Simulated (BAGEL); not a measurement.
# One shape, several levels: CH6BNS (SMILES CSBN)

Wanted: a comparison of 4 runs (B3LYP/6-31G*, B3LYP/def2-SVP, PBE0/def2-SVP, RI-MP2/def2-SVP) of CH6BNS. 

Program for the calculation: BAGEL 1.2.2.

## (1) The system as given

CH6BNS: 10 atoms, total charge 0, spin state singlet. As SMILES, `CSBN`. The shape is that of a GFN2-xTB optimisation. This is one conformer, not always the lowest.

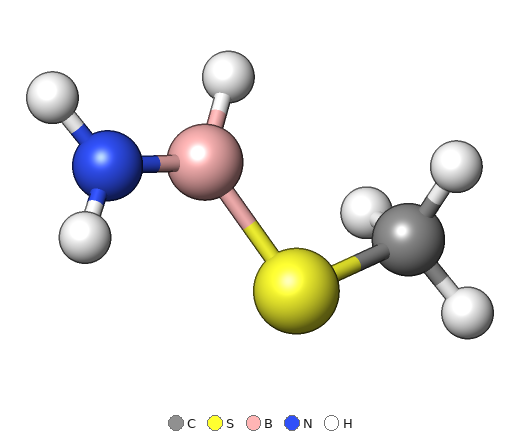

Viewed from a chosen angle; carbon grey, sulfur yellow, boron pink, nitrogen blue, hydrogen white.

## (2) The energy at B3LYP/6-31G(d) (density fitting with qzvpp-jkfit, spherical functions) (run 1)

calc.json

```json
{ "bagel": [

{
  "title": "molecule",
  "basis": "6-31gs.json",
  "df_basis": "qzvpp-jkfit",
  "angstrom": true,
  "geometry": [
    { "atom": "C", "xyz": [      -1.839640,       0.604900,       0.006780 ] },
    { "atom": "S", "xyz": [      -0.349140,       0.373890,      -1.022440 ] },
    { "atom": "B", "xyz": [       0.807510,      -0.313750,       0.175930 ] },
    { "atom": "N", "xyz": [       2.092710,      -0.629520,      -0.229320 ] },
    { "atom": "H", "xyz": [      -1.624560,       1.311270,       0.802270 ] },
    { "atom": "H", "xyz": [      -2.147660,      -0.350330,       0.419680 ] },
    { "atom": "H", "xyz": [      -2.615630,       0.998800,      -0.640650 ] },
    { "atom": "H", "xyz": [       0.463640,      -0.486130,       1.280480 ] },
    { "atom": "H", "xyz": [       2.793200,      -1.016180,       0.378400 ] },
    { "atom": "H", "xyz": [       2.419570,      -0.492940,      -1.171130 ] }
  ]
},

{ "title": "ks", "xc_func": "b3lyp", "charge": 0 },

{ "title": "print", "file": "orbitals.molden", "orbitals": true }

]}
```

The basis set 6-31G* is read from a file made from the Basis Set Exchange's data (not shown).

Command:

```bash
BAGEL_NUM_THREADS=1 BAGEL calc.json > calc.out
```

What it wrote:

```text
* using 1 threads per process

  ===============================================================
  ===============================================================

  *** Geometry ***

  { "atom" : "C", "xyz" : [     -3.476416,      1.143095,      0.012812 ] },
  { "atom" : "S", "xyz" : [     -0.659779,      0.706550,     -1.932132 ] },
  { "atom" : "B", "xyz" : [      1.525973,     -0.592902,      0.332460 ] },
  { "atom" : "N", "xyz" : [      3.954649,     -1.189620,     -0.433352 ] },
  { "atom" : "H", "xyz" : [     -3.069973,      2.477941,      1.516071 ] },
  { "atom" : "H", "xyz" : [     -4.058489,     -0.662028,      0.793080 ] },
  { "atom" : "H", "xyz" : [     -4.942824,      1.887458,     -1.210653 ] },
  { "atom" : "H", "xyz" : [      0.876153,     -0.918653,      2.419757 ] },
  { "atom" : "H", "xyz" : [      5.278383,     -1.920302,      0.715072 ] },
  { "atom" : "H", "xyz" : [      4.572325,     -0.931522,     -2.213115 ] },

  Number of auxiliary basis functions:      463

  Since a DF basis is specified, we compute 2- and 3-index integrals:
    o Being stored without compression. Storage requirement is 0.019 GB

  Number of basis functions:       72
  Number of electrons      :       40

    * METHOD: MOLECULE                             0.18

  *** Kohn-Sham DFT ***

    * Removing 18434 points whose weight is below 1.00e-10
    * Grid points: 130626

  === Nuclear Repulsion ===
   148.9639386478

       - DIIS with orbital gradients will be used.

  === KS iteration (b3lyp / 6-31gs.json) ===
      0       -463.10340872          0.10943703           0.30
      1       -382.60569618          0.18946026           0.28
      2       -456.34312731          0.15344174           0.28
      3       -511.07903462          0.10887909           0.29
      4       -518.42353040          0.04696334           0.28
      5       -518.94345235          0.03353283           0.28
      6       -519.48841687          0.01201215           0.29
      7       -519.54557612          0.00799111           0.28
      8       -519.57152231          0.00150783           0.28
      9       -519.57242280          0.00044361           0.28
     10       -519.57249960          0.00008612           0.28
     11       -519.57250174          0.00002851           0.28
     12       -519.57250197          0.00001484           0.28
     13       -519.57250205          0.00000432           0.28
     14       -519.57250206          0.00000046           0.28
     15       -519.57250206          0.00000013           0.28
     16       -519.57250206          0.00000004           0.28
     17       -519.57250206          0.00000001           0.28
     18       -519.57250206          0.00000001           0.28
    * SCF iteration converged.

    * Permanent dipole moment:
           (   -0.419524,     0.219348,    -0.329846) a.u.

    * METHOD: KS                                   6.01

    * METHOD: PRINT                                0.01

  ===============================================================
```

Run time: 6.6 s. Hardware: 1 thread of Arm Neoverse V2, shared host; peak memory 0.45 GiB.

## (3) The energy at B3LYP/def2-SVP (density fitting with qzvpp-jkfit) (run 2)

input.json

```json
{ "bagel" : [

{
  "title" : "molecule",
  "basis" : "svp",
  "df_basis" : "qzvpp-jkfit",
  "angstrom" : "true",
  "geometry" : [
    { "atom" : "C", "xyz" : [   -1.839640,    0.604900,    0.006780 ] },
    { "atom" : "S", "xyz" : [   -0.349140,    0.373890,   -1.022440 ] },
    { "atom" : "B", "xyz" : [    0.807510,   -0.313750,    0.175930 ] },
    { "atom" : "N", "xyz" : [    2.092710,   -0.629520,   -0.229320 ] },
    { "atom" : "H", "xyz" : [   -1.624560,    1.311270,    0.802270 ] },
    { "atom" : "H", "xyz" : [   -2.147660,   -0.350330,    0.419680 ] },
    { "atom" : "H", "xyz" : [   -2.615630,    0.998800,   -0.640650 ] },
    { "atom" : "H", "xyz" : [    0.463640,   -0.486130,    1.280480 ] },
    { "atom" : "H", "xyz" : [    2.793200,   -1.016180,    0.378400 ] },
    { "atom" : "H", "xyz" : [    2.419570,   -0.492940,   -1.171130 ] }
  ]
},
{ "title" : "ks", "xc_func" : "b3lyp" },
{ "title" : "print", "file" : "orbitals.molden", "orbitals" : "true" }

]}
```

Command:

```bash
BAGEL_NUM_THREADS=1 BAGEL input.json > input.out
```

What it wrote:

```text
* using 1 threads per process

  ===============================================================
  ===============================================================

  *** Geometry ***

  { "atom" : "C", "xyz" : [     -3.476416,      1.143095,      0.012812 ] },
  { "atom" : "S", "xyz" : [     -0.659779,      0.706550,     -1.932132 ] },
  { "atom" : "B", "xyz" : [      1.525973,     -0.592902,      0.332460 ] },
  { "atom" : "N", "xyz" : [      3.954649,     -1.189620,     -0.433352 ] },
  { "atom" : "H", "xyz" : [     -3.069973,      2.477941,      1.516071 ] },
  { "atom" : "H", "xyz" : [     -4.058489,     -0.662028,      0.793080 ] },
  { "atom" : "H", "xyz" : [     -4.942824,      1.887458,     -1.210653 ] },
  { "atom" : "H", "xyz" : [      0.876153,     -0.918653,      2.419757 ] },
  { "atom" : "H", "xyz" : [      5.278383,     -1.920302,      0.715072 ] },
  { "atom" : "H", "xyz" : [      4.572325,     -0.931522,     -2.213115 ] },

  Number of auxiliary basis functions:      463

  Since a DF basis is specified, we compute 2- and 3-index integrals:
    o Being stored without compression. Storage requirement is 0.030 GB

  Number of basis functions:       90
  Number of electrons      :       40

    * METHOD: MOLECULE                             0.19

  *** Kohn-Sham DFT ***

    * Removing 18434 points whose weight is below 1.00e-10
    * Grid points: 130626

  === Nuclear Repulsion ===
   148.9639386478

       - DIIS with orbital gradients will be used.

  === KS iteration (b3lyp / svp) ===
      0       -463.07905929          0.09477743           0.37
      1       -381.05694283          0.19139719           0.35
      2       -455.34268186          0.12233683           0.35
      3       -500.74939454          0.12412636           0.35
      4       -513.04715091          0.07843638           0.35
      5       -513.34012788          0.07912854           0.35
      6       -516.57078304          0.06017756           0.34
      7       -514.49374017          0.06980184           0.35
      8       -501.41238263          0.16307885           0.34
      9       -518.52033141          0.03472036           0.34
     10       -519.28112599          0.01381319           0.34
     11       -519.35584379          0.00667518           0.34
     12       -519.38397454          0.00108363           0.34
     13       -519.38448475          0.00048967           0.34
     14       -519.38460771          0.00008370           0.34
     15       -519.38461132          0.00001843           0.34
     16       -519.38461137          0.00001774           0.34
     17       -519.38461148          0.00000589           0.34
     18       -519.38461150          0.00000083           0.34
     19       -519.38461150          0.00000019           0.35
     20       -519.38461150          0.00000006           0.34
     21       -519.38461150          0.00000002           0.34
     22       -519.38461150          0.00000001           0.35
    * SCF iteration converged.

    * Permanent dipole moment:
           (   -0.424521,     0.194093,    -0.223433) a.u.

    * METHOD: KS                                   8.62

    * METHOD: PRINT                                0.01

  ===============================================================
```

It took 9 s on 1 thread of Arm Neoverse V2, shared host; peak memory 0.53 GiB.

Run 3 isn't shown in full; the table further down has it.

## (4) The energy at RI-MP2/def2-SVP (density fitting with qzvpp-jkfit) (run 4)

mp2.json

```json
{ "bagel": [

{
  "title": "molecule",
  "basis": "svp",
  "df_basis": "qzvpp-jkfit",
  "angstrom": true,
  "geometry": [
    { "atom": "C", "xyz": [   -1.839640,    0.604900,    0.006780 ] },
    { "atom": "S", "xyz": [   -0.349140,    0.373890,   -1.022440 ] },
    { "atom": "B", "xyz": [    0.807510,   -0.313750,    0.175930 ] },
    { "atom": "N", "xyz": [    2.092710,   -0.629520,   -0.229320 ] },
    { "atom": "H", "xyz": [   -1.624560,    1.311270,    0.802270 ] },
    { "atom": "H", "xyz": [   -2.147660,   -0.350330,    0.419680 ] },
    { "atom": "H", "xyz": [   -2.615630,    0.998800,   -0.640650 ] },
    { "atom": "H", "xyz": [    0.463640,   -0.486130,    1.280480 ] },
    { "atom": "H", "xyz": [    2.793200,   -1.016180,    0.378400 ] },
    { "atom": "H", "xyz": [    2.419570,   -0.492940,   -1.171130 ] }
  ]
},
{ "title": "hf" },
{ "title": "mp2", "ncore": 8 }

]}
```

Command:

```bash
BAGEL_NUM_THREADS=1 BAGEL mp2.json > mp2.out
```

What it wrote:

```text
* using 1 threads per process

  ===============================================================
  ===============================================================

  *** Geometry ***

  { "atom" : "C", "xyz" : [     -3.476416,      1.143095,      0.012812 ] },
  { "atom" : "S", "xyz" : [     -0.659779,      0.706550,     -1.932132 ] },
  { "atom" : "B", "xyz" : [      1.525973,     -0.592902,      0.332460 ] },
  { "atom" : "N", "xyz" : [      3.954649,     -1.189620,     -0.433352 ] },
  { "atom" : "H", "xyz" : [     -3.069973,      2.477941,      1.516071 ] },
  { "atom" : "H", "xyz" : [     -4.058489,     -0.662028,      0.793080 ] },
  { "atom" : "H", "xyz" : [     -4.942824,      1.887458,     -1.210653 ] },
  { "atom" : "H", "xyz" : [      0.876153,     -0.918653,      2.419757 ] },
  { "atom" : "H", "xyz" : [      5.278383,     -1.920302,      0.715072 ] },
  { "atom" : "H", "xyz" : [      4.572325,     -0.931522,     -2.213115 ] },

  Number of auxiliary basis functions:      463

  Since a DF basis is specified, we compute 2- and 3-index integrals:
    o Being stored without compression. Storage requirement is 0.030 GB

  Number of basis functions:       90
  Number of electrons      :       40

    * METHOD: MOLECULE                             0.18

  *** RHF ***

  === Nuclear Repulsion ===
   148.9639386478

      * DIIS with orbital gradients will be used.

  === RHF iteration (svp) ===
      0       -517.71288434          0.01658850           0.05
      1       -517.84279897          0.00878886           0.05
      2       -517.87779419          0.00146683           0.05
      3       -517.87941124          0.00032263           0.05
      4       -517.87947925          0.00007548           0.05
      5       -517.87948694          0.00002768           0.05
      6       -517.87948812          0.00001098           0.05
      7       -517.87948833          0.00000287           0.05
      8       -517.87948835          0.00000075           0.05
      9       -517.87948835          0.00000023           0.05
     10       -517.87948835          0.00000007           0.05
     11       -517.87948835          0.00000003           0.05
     12       -517.87948835          0.00000001           0.05
    * SCF iteration converged.

    * Permanent dipole moment:
           (   -0.380670,     0.215476,    -0.362011) a.u.

    * METHOD: HF                                   0.80

  *** RHF ***

  === Nuclear Repulsion ===
   148.9639386478

      * DIIS with orbital gradients will be used.

  === RHF iteration (svp) ===
      0       -517.87948835          0.00000000           0.05
    * SCF iteration converged.

    * Permanent dipole moment:
           (   -0.380670,     0.215476,    -0.362011) a.u.

  === DF-MP2 calculation ===

    * freezing 8 orbitals
    * 3-index integral transformation done
    * assembly done

      MP2 correlation energy:   -0.5325486140      0.03

      MP2 total energy:       -518.4120369661

    * METHOD: MP2                                  0.14

  ===============================================================
```

It took 1.3 s on 1 thread of Arm Neoverse V2, shared host.

## (5) All runs side by side

```tsv
run	level	frozen core orbitals	energy (Eh)	dipole moment (D)	HOMO energy (eV)	LUMO energy (eV)	wall time
1	B3LYP/6-31G* (density fitting with qzvpp-jkfit, spherical functions)	–	-519.572502	1.47	-6.12	0.89	6.6 s
2	B3LYP/def2-SVP (density fitting with qzvpp-jkfit)	–	-519.384612	1.32	-6.13	0.75	9 s
3	PBE0/def2-SVP (density fitting with qzvpp-jkfit)	–	-519.074120	1.36	-6.43	0.90	8.4 s
4	RI-MP2/def2-SVP (density fitting with qzvpp-jkfit)	8	-518.412037	–	–	–	1.3 s
```

## (6) Outcome

| quantity | value |
| --- | --- |
| run 4: total energy | -518.41204 Eh |
| run 4: correlation energy (8 core orbitals frozen) | -532.5 mEh |

Over runs 1, 2, 3 the dipole moment (its size) runs from 1.32 D (B3LYP/def2-SVP) to 1.47 D (B3LYP/6-31G*). Over runs 1, 2, 3 the HOMO–LUMO gap runs from 6.88 eV (B3LYP/def2-SVP) to 7.33 eV (PBE0/def2-SVP). Totals of different functionals can't be ranked against each other. All runs together took 25 s, the longest 9 s.
